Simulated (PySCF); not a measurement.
# One shape, several levels: GeH2Cl2O (SMILES [OH][GeH]([Cl])[Cl])

We compute a comparison of 6 runs (HF/cc-pVDZ, HF/def2-SVP, B3LYP/6-31G*, PBE0/def2-SVP, SVWN5/def2-TZVP, M06-2X/cc-pVTZ) of GeH2Cl2O. Input form: a Python script.

The calculation is run with PySCF 2.14.0.

## (1) The structure to begin with

The species is GeH2Cl2O (6 atoms), meant as a singlet with charge 0. As SMILES, `[OH][GeH]([Cl])[Cl]`. The coordinates come from a PBE0-D4/def2-TZVP relaxation. This is one conformer, not always the lowest.

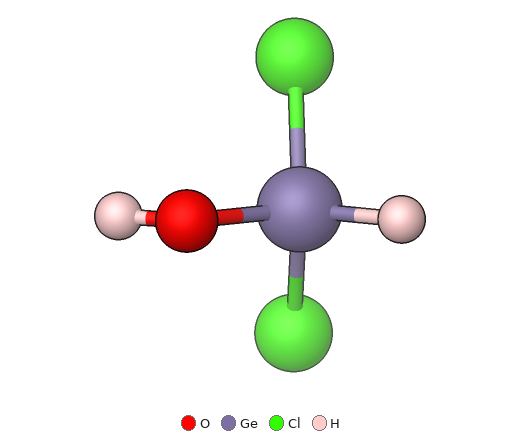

Viewed from a chosen angle; oxygen red, germanium purple, chlorine green, hydrogen pink.

## (2) Energy and gradient at HF/cc-pVDZ (run 1)

Contents of input.py:

```python
from pyscf import gto, scf

mol = gto.M(
    atom='''
O   -0.161000   1.291000  -0.614200
Ge  -0.065400  -0.148800   0.378900
Cl   1.948500  -0.862600   0.421700
Cl  -1.252400  -1.700600  -0.487400
H    0.126400   1.152000  -1.521000
H   -0.554000   0.204900   1.775700
''',
    charge=0,
    basis='cc-pvdz',
    verbose=3,
    max_memory=1860,
    spin=0,
)

hf = scf.RHF(mol)
hf.conv_tol = 1e-10
hf.kernel()
if not hf.converged:
    hf = hf.newton().run(hf.mo_coeff, hf.mo_occ)

e_tot = hf.e_tot
print('E = %.10f Eh' % e_tot)
grad = hf.nuc_grad_method().kernel()
hf.analyze()
```

Started as:

```console
$ OMP_NUM_THREADS=1 python input.py
```

Output:

```text
converged SCF energy = -3070.48869065774
[... 17 lines left out ...]
MO #7   energy= -46.3717740120589  occ= 2
[... 7 lines left out ...]
MO #15  energy= -8.03202635253225  occ= 2
[... 7 lines left out ...]
MO #23  energy= -1.74880388468885  occ= 2
[... 7 lines left out ...]
MO #31  energy= -0.581360778548826 occ= 2
[... 7 lines left out ...]
MO #39  energy= 0.12075902272787   occ= 0
[... 7 lines left out ...]
MO #47  energy= 0.472148493265574  occ= 0
[... 7 lines left out ...]
MO #55  energy= 0.811744751517975  occ= 0
[... 7 lines left out ...]
MO #63  energy= 0.998438743540982  occ= 0
[... 7 lines left out ...]
MO #71  energy= 1.30932712485417   occ= 0
[... 7 lines left out ...]
MO #79  energy= 1.79510391355198   occ= 0
[... 7 lines left out ...]
MO #87  energy= 4.02191151687227   occ= 0
[... 7 lines left out ...]
Dipole moment(X, Y, Z, Debye): -0.19279,  0.68556,  0.01113
```

Run time: 26 s. Hardware: 1 thread of Intel Xeon at 2.70GHz, shared host; peak memory 0.17 GiB.

## (3) Energy and gradient at HF/def2-SVP (run 2)

Contents of calc.py:

```python
import pyscf.grad
from pyscf import gto

mol = gto.M(
    atom='''
O   -0.161000   1.291000  -0.614200
Ge  -0.065400  -0.148800   0.378900
Cl   1.948500  -0.862600   0.421700
Cl  -1.252400  -1.700600  -0.487400
H    0.126400   1.152000  -1.521000
H   -0.554000   0.204900   1.775700
''',
    verbose=4,
    max_memory=1860,
    basis='def2-svp',
)

mf = mol.RHF()
mf.conv_tol = 1e-10
mf.kernel()
if not mf.converged:
    mf = mf.newton().run(mf.mo_coeff, mf.mo_occ)

etot = mf.e_tot
print('Final energy', etot)
grad = mf.Gradients().kernel()
mf.analyze()
```

Started as:

```console
$ OMP_NUM_THREADS=1 python calc.py
```

Output:

```text
PySCF version 2.14.0

[... 60 lines left out ...]
converged SCF energy = -3069.89591440536
[... 23 lines left out ...]
MO #2   energy= -104.801134138162  occ= 2
[... 8 lines left out ...]
MO #11  energy= -8.03921919328599  occ= 2
[... 8 lines left out ...]
MO #20  energy= -5.25261934871571  occ= 2
[... 8 lines left out ...]
MO #29  energy= -0.764372506432665 occ= 2
[... 8 lines left out ...]
MO #38  energy= -0.460913086997382 occ= 2
[... 8 lines left out ...]
MO #47  energy= 0.486923532158636  occ= 0
[... 8 lines left out ...]
MO #56  energy= 0.950145067995801  occ= 0
[... 8 lines left out ...]
MO #65  energy= 1.17294561157486   occ= 0
[... 8 lines left out ...]
MO #74  energy= 1.54690027866232   occ= 0
[... 8 lines left out ...]
MO #83  energy= 2.71714673668834   occ= 0
[... 8 lines left out ...]
MO #92  energy= 4.08323614135775   occ= 0
[... 62 lines left out ...]
pop of  2 Cl 3dyz         0.00024
pop of  2 Cl 3dz^2        0.00223
pop of  2 Cl 3dxz         0.00172
pop of  2 Cl 3dx2-y2      0.00494
pop of  3 Cl 1s           2.00000
pop of  3 Cl 2s           1.99998
pop of  3 Cl 3s           1.86628
pop of  3 Cl 4s           0.00149
pop of  3 Cl 2px          1.99999
pop of  3 Cl 2py          1.99999
pop of  3 Cl 2pz          2.00000
pop of  3 Cl 3px          1.81737
pop of  3 Cl 3py          1.73814
pop of  3 Cl 3pz          1.87976
pop of  3 Cl 4px          0.00049
pop of  3 Cl 4py          0.00046
pop of  3 Cl 4pz          0.00076
pop of  3 Cl 3dxy         0.00482
pop of  3 Cl 3dyz         0.00303
pop of  3 Cl 3dz^2        0.00133
pop of  3 Cl 3dxz         0.00193
pop of  3 Cl 3dx2-y2      0.00186
pop of  4 H 1s            0.64736
pop of  4 H 2s            0.01337
pop of  4 H 2px           0.00162
pop of  4 H 2py           0.00125
pop of  4 H 2pz           0.00250
pop of  5 H 1s            1.08025
pop of  5 H 2s            0.00436
pop of  5 H 2px           0.00057
pop of  5 H 2py           0.00032
pop of  5 H 2pz           0.00411
 ** Mulliken atomic charges  **
charge of    0O =     -0.73130
charge of    1Ge =      1.12232
charge of    2Cl =     -0.31763
charge of    3Cl =     -0.31769
charge of    4H =      0.33389
charge of    5H =     -0.08961
Dipole moment(X, Y, Z, Debye): -0.12183,  0.49799, -0.06701
```

Run time: 12 s. Hardware: 1 thread of Intel Xeon at 2.70GHz, shared host; peak memory 0.19 GiB.

Runs 3 to 5 aren't shown in full; the table further down has their settings and results.

## (4) Energy and gradient at M06-2X/cc-pVTZ (run 6)

Contents of input.py:

```python
from pyscf import gto, dft

molecule = gto.Mole()
molecule.atom = '''
O       -0.161000       1.291000      -0.614200
Ge      -0.065400      -0.148800       0.378900
Cl       1.948500      -0.862600       0.421700
Cl      -1.252400      -1.700600      -0.487400
H        0.126400       1.152000      -1.521000
H       -0.554000       0.204900       1.775700
'''
molecule.verbose = 4
molecule.basis = 'cc-pvtz'
molecule.max_memory = 1860
molecule.spin = 0
molecule.build()

mf = dft.RKS(molecule)
mf.xc = 'm06-2x'
mf.grids.level = 5
mf.conv_tol = 1e-10
mf.kernel()
if not mf.converged:
    mf = mf.newton().run(mf.mo_coeff, mf.mo_occ)

e_tot = mf.e_tot
print('Final energy', e_tot)
grad = mf.nuc_grad_method().kernel()
mf.analyze()
```

Started as:

```console
$ OMP_NUM_THREADS=1 python input.py
```

Output:

```text
PySCF version 2.14.0

[... 102 lines left out ...]
MO #4   energy= -50.6100701861705  occ= 2
[... 14 lines left out ...]
MO #19  energy= -4.74451319165284  occ= 2
[... 14 lines left out ...]
MO #34  energy= -0.424955059934076 occ= 2
[... 14 lines left out ...]
MO #49  energy= 0.268550978221205  occ= 0
[... 14 lines left out ...]
MO #64  energy= 0.581409339518611  occ= 0
[... 14 lines left out ...]
MO #79  energy= 1.03268884459137   occ= 0
[... 14 lines left out ...]
MO #94  energy= 1.53593063038343   occ= 0
[... 14 lines left out ...]
MO #109 energy= 2.04464582417894   occ= 0
[... 14 lines left out ...]
MO #124 energy= 2.33053730317476   occ= 0
[... 14 lines left out ...]
MO #139 energy= 3.50806313117294   occ= 0
[... 14 lines left out ...]
MO #154 energy= 4.92291588990898   occ= 0
[... 14 lines left out ...]
MO #169 energy= 11.1933987952634   occ= 0
[... 139 lines left out ...]
pop of  3 Cl 4f+0         0.00018
pop of  3 Cl 4f+1         0.00008
pop of  3 Cl 4f+2         0.00013
pop of  3 Cl 4f+3         0.00035
pop of  4 H 1s            0.62924
pop of  4 H 2s            0.00695
pop of  4 H 3s            0.00589
pop of  4 H 2px           0.00268
pop of  4 H 2py           0.00241
pop of  4 H 2pz           0.00092
pop of  4 H 3px           0.00009
pop of  4 H 3py           0.00024
pop of  4 H 3pz           0.00023
pop of  4 H 3dxy          0.00003
pop of  4 H 3dyz          0.00002
pop of  4 H 3dz^2         0.00006
pop of  4 H 3dxz          0.00002
pop of  4 H 3dx2-y2       0.00003
pop of  5 H 1s            1.05918
pop of  5 H 2s            0.00418
pop of  5 H 3s            0.00080
pop of  5 H 2px           0.00079
pop of  5 H 2py           0.00047
pop of  5 H 2pz           0.00468
pop of  5 H 3px           0.00008
pop of  5 H 3py           0.00008
pop of  5 H 3pz           0.00009
pop of  5 H 3dxy          0.00002
pop of  5 H 3dyz          0.00007
pop of  5 H 3dz^2         0.00024
pop of  5 H 3dxz          0.00011
pop of  5 H 3dx2-y2       0.00001
 ** Mulliken atomic charges  **
charge of    0O =     -0.73794
charge of    1Ge =      1.09436
charge of    2Cl =     -0.31837
charge of    3Cl =     -0.31843
charge of    4H =      0.35117
charge of    5H =     -0.07079
Dipole moment(X, Y, Z, Debye): -0.14815,  0.56991, -0.03602
```

Wall time 2.9 min (1 thread of Intel Xeon at 2.70GHz, shared host); peak memory 2.2 GiB.

## (5) Overview of the runs

```
run                               level  Cartesian functions  integration grid   energy (Eh)  dipole moment (D)  HOMO energy (eV)  LUMO energy (eV)  wall time
  1                          HF/cc-pVDZ                   no                 –  -3070.488691               0.71            -12.60              3.29       26 s
  2                         HF/def2-SVP                   no                 –  -3069.895914               0.52            -12.54              3.65       12 s
  3  B3LYP/6-31G* (Cartesian functions)                  yes                 5  -3073.686594               0.78             -8.81             -1.08       44 s
  4                       PBE0/def2-SVP                   no                 5  -3072.687468               0.64             -9.04             -0.46       38 s
  5                     SVWN5/def2-TZVP                   no                 5  -3067.361612               0.61             -7.85             -2.07       76 s
  6                      M06-2X/cc-pVTZ                   no                 5  -3074.015337               0.59            -10.63              0.47    2.9 min
```

## (6) What came out

| quantity | value |
| --- | --- |
| run 6: total energy | -3074.01534 Eh |
| run 6: dipole moment | 0.59 D |
| run 6: HOMO energy | -10.63 eV |
| run 6: LUMO energy | 0.47 eV |
| run 6: HOMO–LUMO gap | 11.10 eV |
| run 6: largest force on an atom | 0.279 eV/Å |

**Reading.** The dipole moment (its size) runs from 0.52 D (HF/def2-SVP) to 0.78 D (B3LYP/6-31G*). The two ends differ in method and basis. The HOMO–LUMO gap runs from 5.78 eV (SVWN5/def2-TZVP) to 16.19 eV (HF/def2-SVP). Totals of different functionals can't be ranked against each other. All runs together took 6.2 min, the longest 2.9 min.
